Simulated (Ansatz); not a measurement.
# GeP₂H (doublet): one geometry, many settings at a displaced geometry (v1)

Aim: run GeP₂H (doublet) at one geometry under a spread of methods and options, and see what each costs and gives.

The runs use Ansatz 0.2.0, Gaussian basis; the settings change from run to run.

36 further runs of the same task are left out: 26 that didn't finish, 10 set aside as unsound or not needed.

## 1. The geometry

The geometry is a PBE0/def2-TZVP stationary point (not a proven minimum) with its atoms shifted at random (size 0.040 Å). No spin-orbit coupling is included. The filled d shell of Ge may be among the frozen orbitals whatever the setting's name suggests; the logs give the count.

4 atoms, charge 0, spin multiplicity 2.

Atoms are counted from 1 here; the program's logs count them from 0.

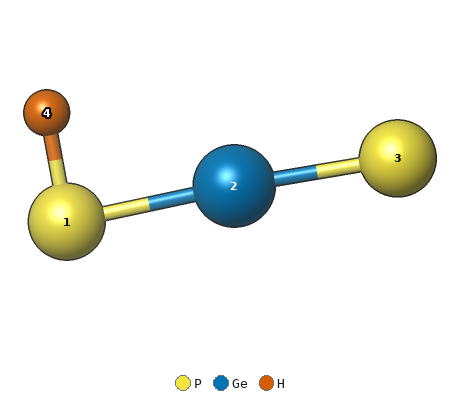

The structure; phosphorus yellow, germanium blue, hydrogen orange; atoms are numbered from 1 in the order of the file.

## 2. CCSD/cc-pVDZ

in.yaml

```yaml
crystal:
  periodic: [false, false, false]
  atoms:
    - {symbol: P, position_ang: [0.002337, -0.412531, 1.604505]}
    - {symbol: Ge, position_ang: [0.001502, -0.302025, -0.566191]}
    - {symbol: P, position_ang: [0.049469, -0.280078, -2.673274]}
    - {symbol: H, position_ang: [-0.053307, 0.994634, 1.634961]}
basis:
  gaussian: {orbitals: cc-pVDZ}
magnetization: {spin_polarized: true, initial_magnetization: 1}
hamiltonian: {xc: {name: PBE}}
correlation: {method: ccsd, electrons: outside_noble_gas}
scf: {lower_state_search: full}
```

On the command line:

```console
ansatz run in.yaml --threads 1 --pin off --events-out ev --progress --plain --max-ram 2393MiB
```

What it wrote, shortened:

```text
Functional definition: PBE
  name "PBE"
  cite "Perdew, Burke & Ernzerhof, Phys. Rev. Lett. 77, 3865 (1996) doi:10.1103/PhysRevLett.77.3865"
  parent pbe
[...]
759 factors; integrals over basis functions are off by at most 8.8e-4 eV
[...]
mean field -75092.72088069 eV, -2759.6065926910 hartree, gradient 5.3e-6 eV, S^2 0.772544; 10 other end points of the search recorded, 0 dependent functions left out
24 core orbitals not correlated: weight in the atoms' cores, before any rotation towards them, 0.998 or more for the frozen orbitals, at most 0.001 for the correlated occupied ones
reference -75029.79947203 eV, -2757.2942735724 hartree; 8, 7 occupied and 36, 37 virtual orbitals, 759 factors
second order -9.12083198 eV of doubles, -0.55814254 eV of singles
cycle   1  -9.21748915 eV  change    3.8e-1 eV  update   1.5e-1
[...]
cycle  14  -9.82770864 eV  change    4.0e-6 eV  update   1.2e-5
WARN: the results are in doubt because among natural orbitals full CI differs from the method by -0.114 eV
Total energy: -75039.62718067 eV, -2757.6554352034 hartree
In doubt: among natural orbitals full CI differs from the method by -0.114 eV
```

Run time: 27 s. Hardware: 1 thread of Intel Xeon at 2.50GHz, shared host.

From the report: ⟨S²⟩ of the determinant 0.773 (pure doublet: 0.75); correlation -9.8277 eV; T1 0.024; largest double amplitude 0.11. The orbitals are Kohn-Sham ones, so correlation energy and T1 don't compare with those on Hartree-Fock orbitals. The program marks this result as in doubt; its last lines say why.

## 3. MP2 on UHF/cc-pVDZ

in.yaml, as its differences from that of step 2:

```diff
@@ -10,4 +10,3 @@
 magnetization: {spin_polarized: true, initial_magnetization: 1}
-hamiltonian: {xc: {name: PBE}}
-correlation: {method: ccsd, electrons: outside_noble_gas}
-scf: {lower_state_search: full}
+correlation: {method: mp2, electrons: valence}
+scf: {lower_state_search: off}
```

Launched as before.

What it wrote, shortened:

```text
Functional definition: HF
  name "HF"
  cite "Fock, Z. Phys. 61, 126 (1930) doi:10.1007/BF01340294"
  parent pbe
[...]
759 factors; integrals over basis functions are off by at most 8.8e-4 eV
[...]
mean field -75031.38611127 eV, -2757.3525814892 hartree, gradient 2.4e-6 eV, S^2 1.554208; 0 other end points of the search recorded, 0 dependent functions left out
19 core orbitals not correlated: weight in the atoms' cores, before any rotation towards them, 1.000 or more for the frozen orbitals, at most 0.000 for the correlated occupied ones
reference -75031.38611127 eV, -2757.3525814892 hartree; 13, 12 occupied and 36, 37 virtual orbitals, 759 factors
second order -7.70317364 eV of doubles, -0.00000000 eV of singles
Total energy: -75039.08928491 eV, -2757.6356678989 hartree
Checks for a lower state left out: stability, starts, cluster_reference, orbital_swaps, neighbouring_geometries, increment
```

Wall time 4.3 s (1 thread of Intel Xeon at 2.50GHz, shared host).

From the report: ⟨S²⟩ of the determinant 1.554 (pure doublet: 0.75). The determinant is far from a pure spin state, so its energy mixes those of several spin states (harmless only where they are near-degenerate, as at dissociation).

## 4. CCSD(T) on ROHF/STO-3G

in.yaml, as its differences from that of step 3:

```diff
@@ -8,5 +8,4 @@
 basis:
-  gaussian: {orbitals: cc-pVDZ}
-magnetization: {spin_polarized: true, initial_magnetization: 1}
-correlation: {method: mp2, electrons: valence}
-scf: {lower_state_search: off}
+  gaussian: {orbitals: STO-3G}
+magnetization: {spin_polarized: false, initial_magnetization: 1}
+correlation: {method: ccsd_t, electrons: valence}
```

Launched as before.

What it wrote, shortened:

```text
Functional definition: HF
  name "HF"
  cite "Fock, Z. Phys. 61, 126 (1930) doi:10.1007/BF01340294"
  parent pbe
[...]
380 factors; integrals over basis functions are off by at most 1.8e-5 eV
[...]
mean field -74179.11824949 eV, -2726.0323152564 hartree, gradient 9.8e-7 eV, S^2 0.750000; 11 other end points of the search recorded, 0 dependent functions left out
[...]
determinant -74179.11824949 eV, -2726.0323152564 hartree, with singles and doubles -74184.32103873 eV, -2726.2235142346 hartree
determinant -74179.10979089 eV, -2726.0320044086 hartree, with singles and doubles -74184.35191435 eV, -2726.2246488925 hartree
determinant -74178.87761897 eV, -2726.0234722479 hartree, with singles and doubles -74184.33534746 eV, -2726.2240400707 hartree
determinant -74178.06463691 eV, -2725.9935957083 hartree, with singles and doubles -74182.05740276 eV, -2726.1403271469 hartree
[...]
determinant -74179.10979089 eV, -2726.0320044086 hartree, with singles and doubles -74184.39616284 eV, -2726.2262749945 hartree
determinant -74178.87761897 eV, -2726.0234722479 hartree, with singles and doubles -74184.35345561 eV, -2726.2247055327 hartree
[...]
unrestricted determinant -74181.17042241 eV, -2726.1077312203 hartree, S^2 2.0652
19 core orbitals not correlated: weight in the atoms' cores, before any rotation towards them, 1.000 or more for the frozen orbitals, at most 0.000 for the correlated occupied ones
reference -74178.87761897 eV, -2726.0234722479 hartree; 13, 12 occupied and 5, 6 virtual orbitals, 380 factors
second order -4.63375009 eV of doubles, -0.27127370 eV of singles
cycle   1  -4.68065443 eV  change   -1.0e-1 eV  update   1.5e-1
[...]
cycle  16  -5.47585544 eV  change    7.7e-6 eV  update   1.8e-5
perturbative correction -0.20448031 eV, -0.0075145128 hartree
WARN: these amplitudes may be one of several solutions (largest doubles amplitude 0.22, level shift 1.03 eV)
Total energy: -74184.55795471 eV, -2726.2322207363 hartree
```

Wall time 24 s (1 thread of Intel Xeon at 2.50GHz, shared host).

From the report: correlation -5.6803 eV; T1 0.045; largest double amplitude 0.22. The report flags that the cluster equations may have other roots.

## 5. MP2 on ROHF/6-31G

in.yaml, as its differences from that of step 4:

```diff
@@ -8,4 +8,7 @@
 basis:
-  gaussian: {orbitals: STO-3G}
+  gaussian: {orbitals: 6-31G, point_charges: [{charge: 1.00, position_ang: [3.460, 0.554, -0.946]}]}
 magnetization: {spin_polarized: false, initial_magnetization: 1}
-correlation: {method: ccsd_t, electrons: valence}
+hamiltonian: {pseudopotentials: {relativity: none}}
+correlation: {method: mp2, electrons: outside_noble_gas}
+accuracy: high
+output: {forces: true}
```

Same command.

What it wrote, shortened:

```text
Functional definition: HF
  name "HF"
  cite "Fock, Z. Phys. 61, 126 (1930) doi:10.1007/BF01340294"
  parent pbe
[...]
1031 factors; integrals over basis functions are off by at most 4.4e-9 eV
[...]
mean field -75019.58713965 eV, -2756.9189772796 hartree, gradient 2.2e-8 eV, S^2 0.750000; 9 other end points of the search recorded, 0 dependent functions left out
[...]
unrestricted determinant -75020.44864838 eV, -2756.9506371415 hartree, S^2 1.6578
24 core orbitals not correlated: weight in the atoms' cores, before any rotation towards them, 0.997 or more for the frozen orbitals, at most 0.002 for the correlated occupied ones
reference -75019.58713965 eV, -2756.9189772796 hartree; 8, 7 occupied and 25, 26 virtual orbitals, 1031 factors
second order -4.76963811 eV of doubles, -0.05766439 eV of singles
[...]
Total energy: -75024.41444214 eV, -2757.0963773742 hartree
Atom 0 at     0.002337    -0.412531     1.604505 Å, force     0.055474    -0.989623     2.354434 eV/Å
Atom 1 at     0.001502    -0.302025    -0.566191 Å, force    -0.043436    -0.058847    -2.271086 eV/Å
Atom 2 at     0.049469    -0.280078    -2.673274 Å, force     0.281075     0.035713    -0.374223 eV/Å
Atom 3 at    -0.053307     0.994634     1.634961 Å, force    -0.093787     1.080379     0.453296 eV/Å
Dipole moment:    -0.366066     0.064659     0.447942 e Å
```

It took 29 s on 1 thread of Intel Xeon at 2.50GHz, shared host.

## 6. MP2 on ROHF/cc-pVDZ

in.yaml

```yaml
crystal:
  periodic: [false, false, false]
  atoms:
    - {symbol: P, position_ang: [0.002337, -0.412531, 1.604505]}
    - {symbol: Ge, position_ang: [0.001502, -0.302025, -0.566191]}
    - {symbol: P, position_ang: [0.049469, -0.280078, -2.673274]}
    - {symbol: H, position_ang: [-0.053307, 0.994634, 1.634961]}
basis:
  gaussian: {orbitals: cc-pVDZ, point_charges: [{charge: 0.50, position_ang: [5.044, 0.633, 0.490]}]}
magnetization: {spin_polarized: false, initial_magnetization: 1}
correlation: {method: mp2, electrons: valence}
accuracy: high
scf: {lower_state_search: light}
output: {forces: true}
```

Launched as before.

What it wrote, shortened:

```text
Functional definition: HF
  name "HF"
  cite "Fock, Z. Phys. 61, 126 (1930) doi:10.1007/BF01340294"
  parent pbe
[...]
1377 factors; integrals over basis functions are off by at most 4.4e-9 eV
[...]
mean field -75030.83984692 eV, -2757.3325066446 hartree, gradient 2.6e-8 eV, S^2 0.750000; 7 other end points of the search recorded, 0 dependent functions left out
[...]
unrestricted determinant -75031.38454096 eV, -2757.3525237814 hartree, S^2 1.5592
19 core orbitals not correlated: weight in the atoms' cores, before any rotation towards them, 1.000 or more for the frozen orbitals, at most 0.000 for the correlated occupied ones
reference -75030.83984692 eV, -2757.3325066446 hartree; 13, 12 occupied and 36, 37 virtual orbitals, 1377 factors
second order -8.59055559 eV of doubles, -0.06653197 eV of singles
[...]
Total energy: -75039.49693448 eV, -2757.6506487444 hartree
Atom 0 at     0.002337    -0.412531     1.604505 Å, force     0.066298    -0.601904    -0.285359 eV/Å
Atom 1 at     0.001502    -0.302025    -0.566191 Å, force    -0.025608     0.056789     0.602278 eV/Å
Atom 2 at     0.049469    -0.280078    -2.673274 Å, force     0.015052    -0.021857    -0.296202 eV/Å
Atom 3 at    -0.053307     0.994634     1.634961 Å, force    -0.045955     0.575429    -0.023466 eV/Å
Dipole moment:    -0.102904     0.097725     0.034845 e Å
```

It took 46 s on 1 thread of Intel Xeon at 2.50GHz, shared host; peak memory 0.26 GiB.

## 7. HF/def2-SVP

in.yaml

```yaml
crystal:
  periodic: [false, false, false]
  atoms:
    - {symbol: P, position_ang: [0.002337, -0.412531, 1.604505]}
    - {symbol: Ge, position_ang: [0.001502, -0.302025, -0.566191]}
    - {symbol: P, position_ang: [0.049469, -0.280078, -2.673274]}
    - {symbol: H, position_ang: [-0.053307, 0.994634, 1.634961]}
basis:
  gaussian: {orbitals: def2-SVP}
magnetization: {spin_polarized: true, initial_magnetization: 1}
hamiltonian: {xc: hf}
output: {forces: true, orbitals: {seedname: orbitals}}
```

Launched as before.

What it wrote, shortened:

```text
Functional definition: HF
  name "HF"
  cite "Fock, Z. Phys. 61, 126 (1930) doi:10.1007/BF01340294"
  parent pbe
[...]
684 factors; integrals over basis functions are off by at most 1.4e-3 eV
[...]
mean field -75019.07145906 eV, -2756.9000263676 hartree, gradient 1.4e-5 eV, S^2 1.570469; 6 other end points of the search recorded, 0 dependent functions left out
[...]
reference -75019.07145906 eV, -2756.9000263676 hartree; 32, 31 occupied and 41, 42 virtual orbitals, 684 factors
Total energy: -75019.07145906 eV, -2756.9000263676 hartree
Atom 0 at     0.002337    -0.412531     1.604505 Å, force     0.005625    -0.098759     0.437426 eV/Å
Atom 1 at     0.001502    -0.302025    -0.566191 Å, force    -0.001216    -0.057297    -0.612027 eV/Å
Atom 2 at     0.049469    -0.280078    -2.673274 Å, force     0.005156    -0.041606    -0.102231 eV/Å
Atom 3 at    -0.053307     0.994634     1.634961 Å, force    -0.009566     0.197661     0.276832 eV/Å
Dipole moment:    -0.006604     0.118051     0.255931 e Å
```

Run time: 26 s. Hardware: 1 thread of Intel Xeon at 2.50GHz, shared host.

From the report: ⟨S²⟩ of the determinant 1.570 (pure doublet: 0.75). The determinant is far from a pure spin state, so its energy mixes those of several spin states (harmless only where they are near-degenerate, as at dissociation).

## 8. MP2 on ROHF/STO-3G

in.yaml, as its differences from that of step 7:

```diff
@@ -8,5 +8,4 @@
 basis:
-  gaussian: {orbitals: def2-SVP}
-magnetization: {spin_polarized: true, initial_magnetization: 1}
-hamiltonian: {xc: hf}
-output: {forces: true, orbitals: {seedname: orbitals}}
+  gaussian: {orbitals: STO-3G}
+magnetization: {spin_polarized: false, initial_magnetization: 1}
+correlation: {method: mp2, electrons: all}
```

The command is unchanged.

What it wrote, shortened:

```text
Functional definition: HF
  name "HF"
  cite "Fock, Z. Phys. 61, 126 (1930) doi:10.1007/BF01340294"
  parent pbe
[...]
380 factors; integrals over basis functions are off by at most 1.8e-5 eV
[...]
mean field -74179.11824949 eV, -2726.0323152564 hartree, gradient 9.8e-7 eV, S^2 0.750000; 9 other end points of the search recorded, 0 dependent functions left out
unrestricted determinant -74181.17042241 eV, -2726.1077312203 hartree, S^2 2.0652
reference -74179.11824949 eV, -2726.0323152564 hartree; 32, 31 occupied and 5, 6 virtual orbitals, 380 factors
second order -4.84351518 eV of doubles, -0.05454265 eV of singles
Total energy: -74184.01630731 eV, -2726.2123155614 hartree
```

Run time: 8.5 s. Hardware: 1 thread of Intel Xeon at 2.50GHz, shared host.

## 9. CISD/cc-pVDZ

in.yaml, as its differences from that of step 8:

```diff
@@ -8,4 +8,5 @@
 basis:
-  gaussian: {orbitals: STO-3G}
+  gaussian: {orbitals: cc-pVDZ}
 magnetization: {spin_polarized: false, initial_magnetization: 1}
-correlation: {method: mp2, electrons: all}
+correlation: {active_space: {ras: {orbitals: [7, 1, 36], electrons: 15, max_holes: 2, max_particles: 2}, fixed_orbitals: true}}
+scf: {lower_state_search: off}
```

The command is unchanged.

What it wrote:

```text
Functional definition: HF
  name "HF"
  cite "Fock, Z. Phys. 61, 126 (1930) doi:10.1007/BF01340294"
  parent pbe
  exchange = exact_x
  correlation = 0
these checks for a lower state are left out or cut short: stability, starts, cluster_reference, orbital_swaps, neighbouring_geometries, increment
759 factors; integrals over basis functions are off by at most 8.8e-4 eV
mean field evaluation 1: about -75029.4466 eV, gradient 1.3e1 eV
mean field evaluation 2: about -75029.4546 eV, gradient 1.3e1 eV
mean field evaluation 4: about -75030.5084 eV, gradient 2.9e0 eV
mean field evaluation 8: about -75030.8398 eV, gradient 2.4e-1 eV
mean field -75030.84131840 eV, -2757.3325607203 hartree, gradient 2.6e-6 eV, S^2 0.750000; 0 other end points of the search recorded, 0 dependent functions left out
reference -75030.84131840 eV, -2757.3325607203 hartree; 32, 31 occupied and 36, 37 virtual orbitals, 759 factors
state -75038.72811257 eV, -2757.6223950603 hartree
Total energy: -75038.72811257 eV, -2757.6223950603 hartree
Checks for a lower state left out: stability, starts, cluster_reference, orbital_swaps, neighbouring_geometries, increment
```

Wall time 26 s (1 thread of Intel Xeon at 2.50GHz, shared host).

From the report: 164,852 determinants.

## 10. BCCD on UHF/STO-3G

in.yaml

```yaml
crystal:
  periodic: [false, false, false]
  atoms:
    - {symbol: P, position_ang: [0.002337, -0.412531, 1.604505]}
    - {symbol: Ge, position_ang: [0.001502, -0.302025, -0.566191]}
    - {symbol: P, position_ang: [0.049469, -0.280078, -2.673274]}
    - {symbol: H, position_ang: [-0.053307, 0.994634, 1.634961]}
basis:
  gaussian: {orbitals: STO-3G}
magnetization: {spin_polarized: true, initial_magnetization: 1}
correlation: {method: bccd, electrons: valence}
```

Same command.

What it wrote, shortened:

```text
Functional definition: HF
  name "HF"
  cite "Fock, Z. Phys. 61, 126 (1930) doi:10.1007/BF01340294"
  parent pbe
[...]
380 factors; integrals over basis functions are off by at most 1.8e-5 eV
[...]
mean field -74181.17042241 eV, -2726.1077312203 hartree, gradient 3.8e-6 eV, S^2 2.065163; 10 other end points of the search recorded, 0 dependent functions left out
determinant -74181.17042241 eV, -2726.1077312203 hartree, with singles and doubles -74184.30587321 eV, -2726.2229569118 hartree
determinant -74180.30674752 eV, -2726.0759917537 hartree, with singles and doubles -74183.91754029 eV, -2726.2086859404 hartree
determinant -74179.99901002 eV, -2726.0646826089 hartree, with singles and doubles -74184.44403524 eV, -2726.2280342729 hartree
determinant -74179.59015660 eV, -2726.0496575228 hartree, with singles and doubles -74183.99036709 eV, -2726.2113622757 hartree
[...]
determinant -74179.13333094 eV, -2726.0328694897 hartree, with singles and doubles -74184.43314749 eV, -2726.2276341554 hartree
determinant -74178.57122032 eV, -2726.0122123051 hartree, with singles and doubles -74182.13797808 eV, -2726.1432882353 hartree
determinant -74178.13680888 eV, -2725.9962479795 hartree, with singles and doubles -74182.04688860 eV, -2726.1399407586 hartree
19 core orbitals not correlated: weight in the atoms' cores, before any rotation towards them, 1.000 or more for the frozen orbitals, at most 0.000 for the correlated occupied ones
reference -74181.17042241 eV, -2726.1077312203 hartree; 13, 12 occupied and 5, 6 virtual orbitals, 380 factors
second order -1.70102918 eV of doubles, -0.00000000 eV of singles
cycle   1  -3.38153500 eV  change   -1.4e-1 eV  update   1.1e-1
[...]
cycle  20  -3.20508019 eV  change   -5.4e-6 eV  update   7.8e-6
WARN: the results are in doubt because among natural orbitals full CI differs from the method by -0.120 eV
Total energy: -74184.37550260 eV, -2726.2255157449 hartree
In doubt: among natural orbitals full CI differs from the method by -0.120 eV
```

It took 27 s on 1 thread of Intel Xeon at 2.50GHz, shared host.

From the report: ⟨S²⟩ of the determinant 2.065 (pure doublet: 0.75); correlation -3.2051 eV; largest double amplitude 0.22. The determinant is far from a pure spin state, so its energy mixes those of several spin states (harmless only where they are near-degenerate, as at dissociation). Mind the lines of doubt at the end of the log.

## 11. The runs in one table

 † marks a result that the program doubts.

```csv
level,correlated,functions,energy (eV),time
CCSD/cc-pVDZ (on PBE orbitals) †,outside noble gas,68,-75039.6272,27 s
MP2 on UHF/cc-pVDZ,valence,68,-75039.0893,4.3 s
CCSD(T) on ROHF/STO-3G †,valence,37,-74184.5580,24 s
MP2 on ROHF/6-31G (beside a point charge),outside noble gas,57,-75024.4144,29 s
MP2 on ROHF/cc-pVDZ (beside a point charge),valence,68,-75039.4969,46 s
HF/def2-SVP,,73,-75019.0715,26 s
MP2 on ROHF/STO-3G,all,37,-74184.0163,8.5 s
CISD/cc-pVDZ,outside noble gas,68,-75038.7281,26 s
BCCD on UHF/STO-3G †,valence,37,-74184.3755,27 s
```

## 12. What came out

| quantity | value |
| --- | --- |
| runs | 9 |
| quickest | MP2 on UHF/cc-pVDZ, 4.3 s |
| slowest | MP2 on ROHF/cc-pVDZ (beside a point charge), 46 s |

In words: Total energies in different bases, with other cores or another treatment of relativity can't be set against each other. MP2 on ROHF/cc-pVDZ (beside a point charge) took 11 times as long as MP2 on UHF/cc-pVDZ; the jobs differ in more than the method.
